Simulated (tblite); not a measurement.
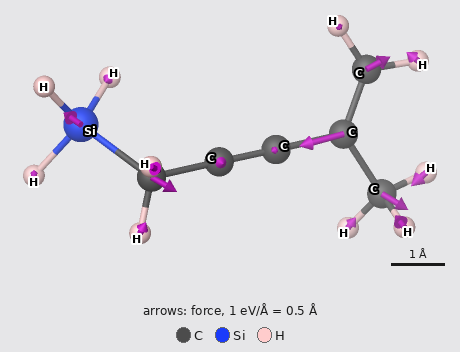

Starting geometry of C$_{6}$H$_{10}$Si with the computed forces as purple arrows. A ball-and-stick model, seen at a tilt.

All numbers below come from GFN2-xTB geometry optimisation, gas phase in tblite. 

**Is this structure relaxed? If not, where do the atoms go?**

It isn't relaxed: the largest force vector, on a C atom, is 1.84 eV/Å. The final displacements have little in common with the starting forces (cosine between the two patterns 0.09). The atom that moves furthest after the best rigid fit is an H atom (1.38 Å). By element the largest moves are H 1.38 Å, C 0.30 Å, Si 0.18 Å. Among the contacts that change: C–Si 1.874 → 1.914 Å, C–H 1.121 → 1.090 Å, C–C 1.469 → 1.439 Å, C–C 1.442 → 1.416 Å. Bond angles that change, for instance: C–C–H 116.3° → 121.5°, C–C–H 112.8° → 109.2°, C–Si–H 105.9° → 109.2°. Groups turn about C–Si by about 60°. The energy falls by 22.8 kJ/mol in 138 geometry steps.
